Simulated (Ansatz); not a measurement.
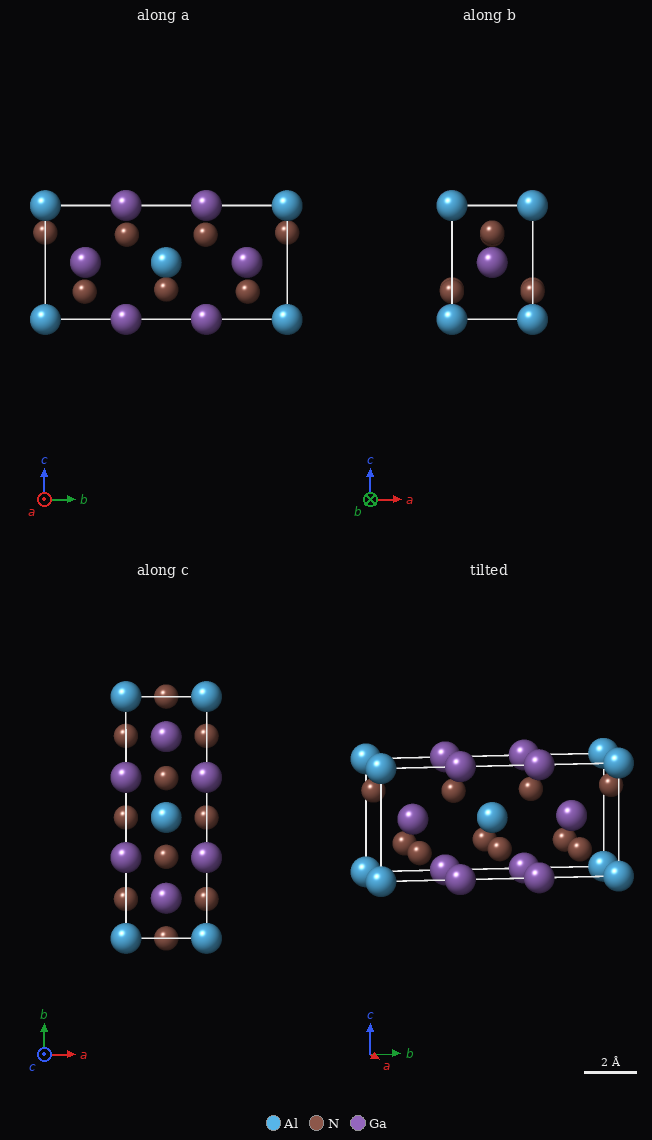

This spheres-only model is shown along the a axis, along the b axis, along the c axis and slightly off an axis. The outline marks the conventional unit cell.

Lattice parameters: a = 3.1510 Å, b = 9.4526 Å, c = 4.4514 Å, α = 90.000°, β = 90.000°, γ = 90.000°.

### Express the structure as a CIF with its space group and independent sites, with free fractional coordinates to two decimals.

```cif
data_structure
_symmetry_space_group_name_H-M 'I m m 2'
_symmetry_Int_Tables_number 44
_cell_length_a 3.1510
_cell_length_b 9.4526
_cell_length_c 4.4514
_cell_angle_alpha 90.000
_cell_angle_beta 90.000
_cell_angle_gamma 90.000
_cell_volume 132.59
loop_
_atom_site_label
_atom_site_type_symbol
_atom_site_symmetry_multiplicity
_atom_site_Wyckoff_symbol
_atom_site_fract_x
_atom_site_fract_y
_atom_site_fract_z
_atom_site_occupancy
Al1 Al 2 a 0.00 0.00 0.00 1
N1 N 2 b 0.50 0.00 0.76 1
Ga1 Ga 4 d 0.00 0.67 0.00 1
N2 N 4 d 0.50 0.66 0.74 1
```

Provenance: a structure type filled with these elements by a generator (whether the compound takes this form wasn't checked). Earlier steps of the study may have refined or changed the cell and positions. It was run through Ansatz as a DFT input.

At this level of theory the cell isn't at rest (compressed, at 6 GPa), so its distances can differ from those at equilibrium, the more so the softer the solid.
